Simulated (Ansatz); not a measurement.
# BNH3 (SMILES B[NH]): levels of theory compared

Aim: a comparison of 6 runs (UHF/STO-3G, UHF/3-21G, UHF/def2-SVP, UB3LYP/6-31G*, UPBE0/def2-SVP, UCCSDTQ/ANO-RCC-MB) of BNH3. 

The calculation is run with Ansatz 0.2.0.

6 further runs of the same task are left out: 2 that didn't finish, 4 set aside as unsound or not needed.

**1. The molecule**

BNH3: 5 atoms, total charge 0, spin state doublet. As SMILES, `B[NH]`. Geometry: relaxed at PBE0-D4/def2-TZVP.

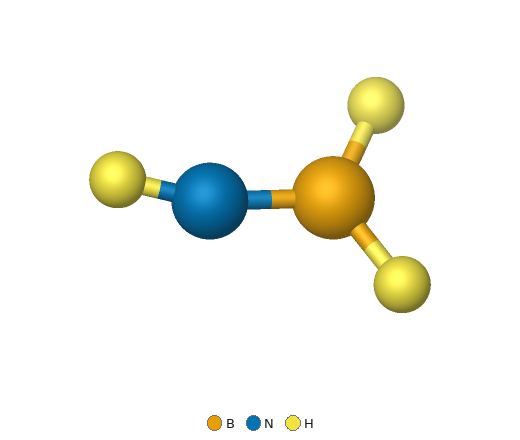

Viewed from a chosen angle; boron amber, nitrogen blue, hydrogen yellow.

**2. Energy and gradient at UHF/STO-3G (run 1)**

job.yaml

```yaml
crystal:
  periodic: [false, false, false]
  atoms:
    - {symbol: B, position_ang: [-0.310800, -0.370100, -0.091600]}
    - {symbol: N, position_ang: [0.531200, 0.655200, -0.019800]}
    - {symbol: H, position_ang: [-0.414800, -1.107400, 0.862500]}
    - {symbol: H, position_ang: [-0.964100, -0.573100, -1.081900]}
    - {symbol: H, position_ang: [1.208400, 1.321700, 0.289300]}
basis:
  gaussian: {orbitals: STO-3G}
magnetization: {spin_polarized: true, initial_magnetization: 1}
hamiltonian: {xc: hf}
accuracy: high
output: {forces: true, orbitals: {seedname: orbitals}}
```

Run with:

```
$ ansatz run job.yaml --threads 1 --pin off --max-ram 2610MiB --events-out events.jsonl --progress --plain --runs-dir runs
```

Standard output:

```text
Warning: RAYON_NUM_THREADS=1 ignored (pool sized by the plan → 1); use --threads N
Functional definition: HF
  name "HF"
  exchange = exact_x
  correlation = 0
207 factors; integrals over basis functions are off by at most 2.9e-8 eV
mean field evaluation 1: about -2170.3226 eV, gradient 1.1e1 eV
mean field evaluation 2: about -2170.3438 eV, gradient 1.1e1 eV
mean field evaluation 4: about -2171.7186 eV, gradient 1.9e0 eV
mean field evaluation 8: about -2171.7890 eV, gradient 2.4e-3 eV
mean field -2171.78792033 eV, -79.8117339815 hartree, gradient 1.9e-8 eV, S^2 0.779272; 0 other end points of the search recorded, 0 dependent functions left out
the calculation of the forces begins
reference -2171.78792033 eV, -79.8117339815 hartree; 8, 7 occupied and 5, 6 virtual orbitals, 207 factors
Total energy: -2171.78792033 eV, -79.8117339815 hartree
Atom 0 at    -0.310800    -0.370100    -0.091600 Å, force    -1.370640    -1.897055     0.243281 eV/Å
Atom 1 at     0.531200     0.655200    -0.019800 Å, force    -0.473826    -0.144512    -0.725044 eV/Å
Atom 2 at    -0.414800    -1.107400     0.862500 Å, force     0.120947     0.877232    -1.140906 eV/Å
Atom 3 at    -0.964100    -0.573100    -1.081900 Å, force     0.797682     0.334423     1.072150 eV/Å
Atom 4 at     1.208400     1.321700     0.289300 Å, force     0.925836     0.829911     0.550520 eV/Å
Dipole moment:     0.254645     0.276307     0.075723 e Å
```

Run time: 0.31 s. Hardware: 1 thread of AMD EPYC 7R43 (Zen 3), shared host.

**3. Energy and forces at UHF/3-21G (run 2)**

molecule.yaml

```yaml
crystal:
  periodic: [false, false, false]
  atoms:
    - {symbol: B, position_ang: [-0.310800, -0.370100, -0.091600]}
    - {symbol: "N", position_ang: [0.531200, 0.655200, -0.019800]}
    - {symbol: H, position_ang: [-0.414800, -1.107400, 0.862500]}
    - {symbol: H, position_ang: [-0.964100, -0.573100, -1.081900]}
    - {symbol: H, position_ang: [1.208400, 1.321700, 0.289300]}
basis:
  gaussian: {orbitals: 3-21G.json}
magnetization: {spin_polarized: true, initial_magnetization: 1}
hamiltonian: {xc: hf}
accuracy: high
output: {forces: true, orbitals: {seedname: orbitals}}
```

The basis set 3-21G is read from a file made from the Basis Set Exchange's data (not shown).

Run with:

```
$ ansatz run molecule.yaml --threads 1 --pin off --max-ram 2610MiB --events-out events.jsonl --progress --plain --runs-dir runs
```

Standard output, shortened:

```text
Warning: RAYON_NUM_THREADS=1 ignored (pool sized by the plan → 1); use --threads N
[... 2 set-up lines as earlier in the session ...]
[...]
536 factors; integrals over basis functions are off by at most 4.4e-9 eV
[...]
mean field -2187.61927322 eV, -80.3935254691 hartree, gradient 2.1e-8 eV, S^2 0.778045; 0 other end points of the search recorded, 0 dependent functions left out
[...]
reference -2187.61927322 eV, -80.3935254691 hartree; 8, 7 occupied and 16, 17 virtual orbitals, 536 factors
Total energy: -2187.61927322 eV, -80.3935254691 hartree
Atom 0 at    -0.310800    -0.370100    -0.091600 Å, force    -1.534843    -1.927257    -0.039378 eV/Å
Atom 1 at     0.531200     0.655200    -0.019800 Å, force     1.548930     1.868667     0.161719 eV/Å
Atom 2 at    -0.414800    -1.107400     0.862500 Å, force     0.007033     0.176742    -0.264592 eV/Å
Atom 3 at    -0.964100    -0.573100    -1.081900 Å, force     0.185256     0.082560     0.241168 eV/Å
Atom 4 at     1.208400     1.321700     0.289300 Å, force    -0.206376    -0.200712    -0.098917 eV/Å
Dipole moment:     0.278874     0.294061     0.096580 e Å
```

Run time: 0.43 s. Hardware: 1 thread of AMD EPYC 7R43 (Zen 3), shared host.

Runs 3 to 4 aren't shown in full; the table further down has their settings and results.

**4. Energy and gradient at UPBE0/def2-SVP (run 5)**

molecule.yaml, as its differences from that of step 3:

```diff
@@ -9,5 +9,5 @@
 basis:
-  gaussian: {orbitals: 3-21G.json}
+  gaussian: {orbitals: def2-SVP}
 magnetization: {spin_polarized: true, initial_magnetization: 1}
-hamiltonian: {xc: hf}
+hamiltonian: {xc: {name: PBE0}}
 accuracy: high
```

Run with:

```
$ ansatz run molecule.yaml --threads 1 --pin off --max-ram 2610MiB --events-out events.jsonl --progress --plain --runs-dir runs
```

Standard output, shortened:

```text
Warning: RAYON_NUM_THREADS=1 ignored (pool sized by the plan → 1); use --threads N
Functional definition: PBE0
  name "PBE0"
[...]
948 factors; integrals over basis functions are off by at most 3.1e-9 eV
[...]
mean field -2209.12011521 eV, -81.1836668387 hartree, gradient 2.2e-8 eV, S^2 0.759116; 0 other end points of the search recorded, 0 dependent functions left out
[...]
reference -2209.12011724 eV, -81.1836669133 hartree; 8, 7 occupied and 35, 36 virtual orbitals, 948 factors
Total energy: -2209.12011724 eV, -81.1836669133 hartree
Atom 0 at    -0.310800    -0.370100    -0.091600 Å, force     0.026446     0.044165    -0.016456 eV/Å
Atom 1 at     0.531200     0.655200    -0.019800 Å, force    -0.005917     0.006842    -0.022232 eV/Å
Atom 2 at    -0.414800    -1.107400     0.862500 Å, force    -0.040361    -0.197422     0.230228 eV/Å
Atom 3 at    -0.964100    -0.573100    -1.081900 Å, force    -0.180444    -0.069239    -0.253024 eV/Å
Atom 4 at     1.208400     1.321700     0.289300 Å, force     0.200276     0.215655     0.061485 eV/Å
Dipole moment:     0.226196     0.231997     0.088540 e Å
```

It took 5.7 s on 1 thread of AMD EPYC 7R43 (Zen 3), shared host.

**5. The energy at UCCSDTQ/ANO-RCC-MB (run 6)**

job.yaml, as its differences from that of step 2:

```diff
@@ -9,6 +9,5 @@
 basis:
-  gaussian: {orbitals: STO-3G}
+  gaussian: {orbitals: ANO-RCC-MB.json}
 magnetization: {spin_polarized: true, initial_magnetization: 1}
-hamiltonian: {xc: hf}
-accuracy: high
-output: {forces: true, orbitals: {seedname: orbitals}}
+hamiltonian: {pseudopotentials: {relativity: none}}
+correlation: {method: ccsdtq, electrons: all}
```

The basis set ANO-RCC-MB is read from a file made from the Basis Set Exchange's data (not shown).

Run with:

```
$ ansatz run job.yaml --threads 1 --pin off --max-ram 2610MiB --events-out events.jsonl --progress --plain --runs-dir runs
```

Standard output, shortened:

```text
Warning: RAYON_NUM_THREADS=1 ignored (pool sized by the plan → 1); use --threads N
[... 2 set-up lines as earlier in the session ...]
[...]
207 factors; integrals over basis functions are off by at most 3.1e-8 eV
[...]
mean field -2196.96089202 eV, -80.7368236283 hartree, gradient 2.4e-6 eV, S^2 0.791102; 1 other end points of the search recorded, 0 dependent functions left out
determinant -2196.96089202 eV, -80.7368236283 hartree, with singles and doubles -2199.84067808 eV, -80.8426538140 hartree
determinant -2194.66829960 eV, -80.6525724106 hartree, with singles and doubles -2196.87487311 eV, -80.7336624916 hartree
reference -2196.96089202 eV, -80.7368236283 hartree; 8, 7 occupied and 5, 6 virtual orbitals, 207 factors
second order -2.11161794 eV of doubles, -0.00000000 eV of singles
cycle   1  -2.48264083 eV  change   -3.7e-1 eV  update   7.9e-2
[...]
cycle  18  -2.95730869 eV  change    7.1e-7 eV  update   2.6e-7
WARN: the results are in doubt because the basis set is contracted for relativity, which is off
Total energy: -2199.91820072 eV, -80.8455027182 hartree
In doubt: the basis set is contracted for relativity, which is off
```

Wall time 95 s (1 thread of AMD EPYC 7R43 (Zen 3), shared host); peak memory 0.27 GiB.

**6. All runs side by side**

| run | level | task | accuracy | energy (Eh) | dipole moment (D) | HOMO energy (eV) | LUMO energy (eV) | wall time |
| --- | --- | --- | --- | --- | --- | --- | --- | --- |
| 1 | UHF/STO-3G | gradient | high | -79.811734 | 1.84 | -9.59 | 7.15 | 0.31 s |
| 2 | UHF/3-21G | gradient | high | -80.393525 | 2.00 | -11.42 | 2.97 | 0.43 s |
| 3 | UHF/def2-SVP | gradient | high | -80.781159 | 1.85 | -11.60 | 2.55 | 1.5 s |
| 4 | UB3LYP/6-31G* (spherical functions) | gradient | high | -81.352037 | 1.57 | -7.30 | -3.13 | 5.4 s |
| 5 | UPBE0/def2-SVP | gradient | high | -81.183667 | 1.61 | -7.73 | -2.91 | 5.7 s |
| 6 | UCCSDTQ/ANO-RCC-MB | energy | medium | -80.845503 | – | – | – | 95 s |

**7. What came out**

| quantity | value |
| --- | --- |
| run 6: total energy | -80.84550 Eh |
| run 6: correlation energy | -108.7 mEh |
| run 6: ⟨S²⟩ of the reference determinant | 0.791 |
| run 6: T1 diagnostic | 0.028 |

In words: Over runs 1, 2, 3, 4, 5 the dipole moment (its size) runs from 1.57 D (UB3LYP/6-31G*) to 2.00 D (UHF/3-21G). The two ends differ in method and basis. Totals of different functionals can't be ranked against each other. In runs 1, 6 the basis is minimal, so the values are rough. In run 6 relativity is left out where basis or elements ask for it. All runs together took 1.8 min, the longest 95 s.
